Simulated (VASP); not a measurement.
Band structure of LiCu₃ (space group Fm-3m). These are PBEsol GGA, VASP's PBE PAW potentials (set 64) (plane waves; VASP) values and carry that method's errors.

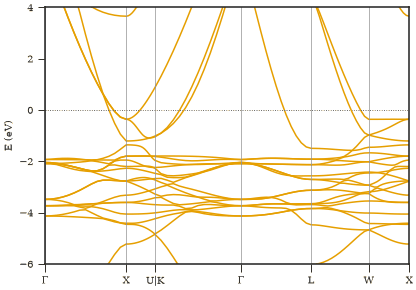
Fig. 1. Bands along high-symmetry lines, zero at the valence-band maximum or, without a gap, the Fermi level

Q: Read the plot: is there a gap, and where are the band edges?

A: It has no gap at this level: it comes out as a metal or semimetal. (Edges off the drawn lines would not show.)

The structure comes from a computed database's LiCu3 entry (Fm-3m); how it stands against other phases isn't given here. It was relaxed first.
